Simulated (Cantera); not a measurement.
Feed: 1 mol Si₃N₄, 1.9 mol N₂O, a varied amount of H₂, 0.0091 mol H₂O, held at 1375 K and 0.000130 bar.

Method: chemical equilibrium by Gibbs-energy minimisation in Cantera with the NASA 1993 tables (ideal gas, pure condensed phases). Candidate condensed phases: H₂O, Si, SiO₂, Si₂N₂O, Si₃N₄; 35 gas species. Mutual solubility and eutectic melting of coexisting phases are not modelled. The tables hold silica as quartz up to 1696 K and as liquid above; real silica turns to tridymite and cristobalite and melts near 1996 K. The numbers say what is thermodynamically allowed, not how fast it happens.

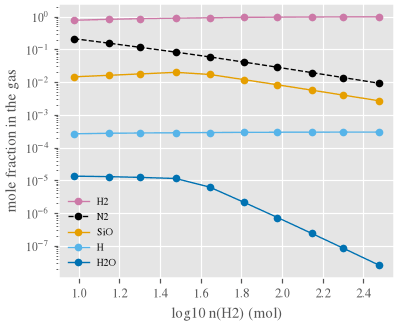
Figure. Equilibrium gas composition (values under 1e-9 drawn at 1e-9)

From 9.5 mol H₂ to 30 mol H₂ the condensed part is SiO₂(β-quartz) + Si₂N₂O(s). From 44 mol H₂ to 300 mol H₂ the condensed part is Si₂N₂O(s). The main Si-bearing gas is SiO throughout.
